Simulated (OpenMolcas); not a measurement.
**InClF2 (SMILES [F][In]([F])[Cl]) at 6 levels**

Wanted: a comparison of 6 runs (HF/STO-3G, HF/def2-SVP, B2PLYP/def2-SVP, PBE/def2-SVP, PBE0/def2-SVP, MP2/def2-SVP) of InClF2. 

Program for the calculation: OpenMolcas 26.06.

### Step 1. The system as given

The species is InClF2 (4 atoms), meant as a singlet with charge 0. SMILES: `[F][In]([F])[Cl]`. Geometry: relaxed at PBE0-D4/def2-TZVP.

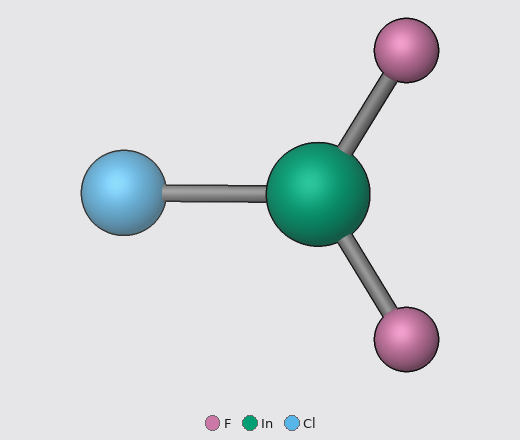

Viewed from a chosen angle; fluorine pink, indium teal, chlorine blue.

### Step 2. Energy and forces at HF/STO-3G (run 1)

run.inp reads:

```
&GATEWAY
 BasLib
 $CurrDir
 Coord
 4
 angstrom
 F        0.588200       0.614600       1.749600
 In       0.046700      -0.040500       0.025100
 F        0.831500      -1.720700      -0.482100
 Cl      -1.410900       1.086300      -1.312800
 Basis
 STO-3G
 Group
 NoSym

&SEWARD

&SCF
 Thresholds
 1e-10 1e-07 1e-07 1e-05
 PrOrbitals
 1 1

&ALASKA
```

The basis set STO-3G is read from a file made from the Basis Set Exchange's data (not shown).

Launch:

```bash
export MOLCAS_MEM=1860
pymolcas run.inp > run.log
```

Log:

```text
--- Start Module: gateway ---
[...]
--- Stop Module: gateway /rc=_RC_ALL_IS_WELL_ ---
[...]
      Basis functions           46
[...]
--- Start Module: scf ---
[...]
       Convergence after  12 Iterations
[...]
::    Total SCF energy                              -6333.6300056799
[...]
      Total spin, S                                     0.0000000000
[...]
      Total electronic charge=   84.000000
      Total            charge=   -0.000000
[...]
      Dipole Moment (debye):
      Origin of the operator (angstrom)=   -0.0905    0.0656   -0.1008
                   X=  1.0011E+00               Y= -7.7432E-01               Z=  9.1903E-01           Total=  1.5641E+00
      Quadrupole Moment (debye*angstrom):
[...]
--- Stop Module: scf /rc=_RC_ALL_IS_WELL_ ---
--- Start Module: alaska ---
[...]
 *              Molecular gradients               *
 **************************************************
  Irreducible representation: a
 ------------------------------------------------------------------------------------------
                              X                       Y                       Z
 ------------------------------------------------------------------------------------------
  F1                9.56771656595024E-03    6.46923010126166E-03    2.46307022504340E-02
  IN2              -1.82008052884273E-02    1.40613878651781E-02   -1.67054379577998E-02
  F3                1.27084726807674E-02   -2.36824940314264E-02   -4.18442068719926E-03
  CL4              -4.07538395833029E-03    3.15187606509326E-03   -3.74084360543847E-03
 ------------------------------------------------------------------------------------------
--- Stop Module: alaska /rc=_RC_ALL_IS_WELL_ ---
[...]
```

Wall time 2.9 s (1 thread of Intel Xeon 6975P-C (Granite Rapids), shared host); peak memory 0.37 GiB.

### Step 3. Energy and gradient at HF/def2-SVP (core potential) (run 2)

test.inp reads:

```
* ClF2In Hartree-Fock
>>> EXPORT MOLCAS_PRINT=2

&GATEWAY
 BASLIB
 $CurrDir
 COORD
 4
 bohr
 F      1.11153691     1.16142568     3.30626483
 In     0.08825021    -0.07653391     0.04743213
 F      1.57130727    -3.25165174    -0.91103696
 Cl    -2.66621459     2.05280949    -2.48083246
 BASIS
 def2-SVP
 GROUP
 NoSym

&SEWARD

&SCF
 THRESHOLDS
 1e-10 1e-07 1e-07 1e-05
 PRORBITALS
 1 2

&ALASKA
```

The basis set def2-SVP is read from a file made from the Basis Set Exchange's data (not shown).

Launch:

```bash
export MOLCAS_MEM=1860
pymolcas test.inp > test.log
```

Log:

```text
--- Start Module: gateway ---
[...]
--- Stop Module: gateway /rc=_RC_ALL_IS_WELL_ ---
[...]
      Basis functions           72
[...]
--- Start Module: scf ---
[...]
       Convergence after  13 Iterations
[...]
::    Total SCF energy                               -847.3726293428
[...]
      Total spin, S                                     0.0000000000
[...]
      Total electronic charge=   56.000000
      Total            charge=   -0.000000
[...]
      Dipole Moment (debye):
      Origin of the operator (angstrom)=   -0.0905    0.0656   -0.1008
                   X= -8.7853E-01               Y=  6.7857E-01               Z= -8.0617E-01           Total=  1.3719E+00
      Quadrupole Moment (debye*angstrom):
[...]
--- Stop Module: scf /rc=_RC_ALL_IS_WELL_ ---
[...]
--- Start Module: alaska ---
[...]
 *              Molecular gradients               *
 **************************************************
  Irreducible representation: a
 ------------------------------------------------------------------------------------------
                              X                       Y                       Z
 ------------------------------------------------------------------------------------------
  F1                1.69499707905807E-04   -6.57314058510217E-04   -4.48405537678553E-04
  IN2              -7.35535545471810E-03    5.67949395046297E-03   -6.75228578868348E-03
  F3                4.85518278221519E-05    4.93835243815965E-04    6.49843744374046E-04
  CL4               7.13730391895950E-03   -5.51601513572031E-03    6.55084758196267E-03
 ------------------------------------------------------------------------------------------
--- Stop Module: alaska /rc=_RC_ALL_IS_WELL_ ---
[...]
```

It took 6.3 s on 1 thread of Intel Xeon 6975P-C (Granite Rapids), shared host; peak memory 0.42 GiB.

Runs 3 to 5 aren't shown in full; the table further down has their settings and results.

### Step 4. The energy at MP2/def2-SVP (core potential) (run 6)

calc.input reads:

```
* ClF2In MP2
>>> EXPORT MOLCAS_PRINT=2

&GATEWAY
 BASLIB=$CurrDir
 COORD
 4
 bohr
 F      1.11153691     1.16142568     3.30626483
 In     0.08825021    -0.07653391     0.04743213
 F      1.57130727    -3.25165174    -0.91103696
 Cl    -2.66621459     2.05280949    -2.48083246
 BASIS=def2-SVP
 GROUP=NoSym

&SEWARD

&SCF
 THRESHOLDS=1e-10 1e-07 1e-07 1e-05
 PRORBITALS=1

&MBPT2
 FROZEN=11
```

The basis set def2-SVP is read from a file made from the Basis Set Exchange's data (not shown).

Launch:

```bash
export MOLCAS_MEM=1860
pymolcas calc.input > calc.log
```

Log:

```text
--- Start Module: gateway ---
[...]
--- Stop Module: gateway /rc=_RC_ALL_IS_WELL_ ---
[...]
      Basis functions           72
[...]
--- Start Module: scf ---
[...]
       Convergence after  13 Iterations
[...]
::    Total SCF energy                               -847.3726293428
[...]
      Total spin, S                                     0.0000000000
[...]
      Total electronic charge=   56.000000
      Total            charge=   -0.000000
[...]
      Dipole Moment (debye):
      Origin of the operator (angstrom)=   -0.0905    0.0656   -0.1008
                   X= -8.7853E-01               Y=  6.7857E-01               Z= -8.0617E-01           Total=  1.3719E+00
      Quadrupole Moment (debye*angstrom):
[...]
--- Stop Module: scf /rc=_RC_ALL_IS_WELL_ ---
[...]
--- Start Module: mbpt2 ---
[...]
WARNING!
Default frozen orbitals as non valence orbitals is overwritten by user input.
Default values:   7
[...]
       Reference weight ( Cref**2 )         =        0.86224
::    Total MBPT2 energy                             -847.9601179824
[...]
      Total MBPT2 calculations                           0.13      0.15
--- Stop Module: mbpt2 /rc=_RC_ALL_IS_WELL_ ---
[...]
```

Run time: 4.5 s. Hardware: 1 thread of Intel Xeon 6975P-C (Granite Rapids), shared host; peak memory 0.42 GiB.

### Step 5. The series

```csv
run,level,task,frozen core orbitals,energy (Eh),dipole moment (D) of the reference,HOMO energy (eV),LUMO energy (eV),wall time
1,HF/STO-3G,gradient,–,-6333.630006,1.56,-9.28,5.61,2.9 s
2,HF/def2-SVP (core potential),gradient,–,-847.372629,1.37,-13.26,0.44,6.3 s
3,B2PLYP/def2-SVP (core potential),energy,11,-849.239843,1.31,-11.00,-1.79,9.6 s
4,PBE/def2-SVP (core potential),gradient,–,-849.426787,1.03,-8.19,-3.88,14 s
5,PBE0/def2-SVP (core potential),gradient,–,-849.459929,1.16,-9.75,-3.02,10 s
6,MP2/def2-SVP (core potential),energy,11,-847.960118,1.37,-13.26,0.44,4.5 s
```

### Step 6. Outcome

| quantity | value |
| --- | --- |
| run 6: total energy | -847.96012 Eh |
| run 6: dipole moment (mean-field density) | 1.37 D |
| run 6: HOMO energy (Hartree–Fock orbitals) | -13.26 eV |
| run 6: LUMO energy (Hartree–Fock orbitals) | 0.44 eV |
| run 6: HOMO–LUMO gap (Hartree–Fock orbitals) | 13.70 eV |
| run 6: correlation energy (11 core orbitals frozen) | -587.5 mEh |

What this shows: Over runs 1, 2, 3, 4, 5 the dipole moment (its size) runs from 1.03 D (PBE/def2-SVP) to 1.56 D (HF/STO-3G). The two ends differ in method and basis and core potential. The two dipoles point in opposite directions. Over runs 1, 2, 3, 4, 5 the HOMO–LUMO gap runs from 4.31 eV (PBE/def2-SVP) to 14.89 eV (HF/STO-3G). For B2PLYP the log adds the whole second-order term; the table takes 0.27 of it, as the functional is defined. Totals of different functionals can't be ranked against each other. Some runs of one species differ in core potentials or relativity; totals across that change don't compare. In run 1 the basis is minimal, so the values are rough. In run 1 relativity is left out where basis or elements ask for it. All runs together took 47 s, the longest 14 s.
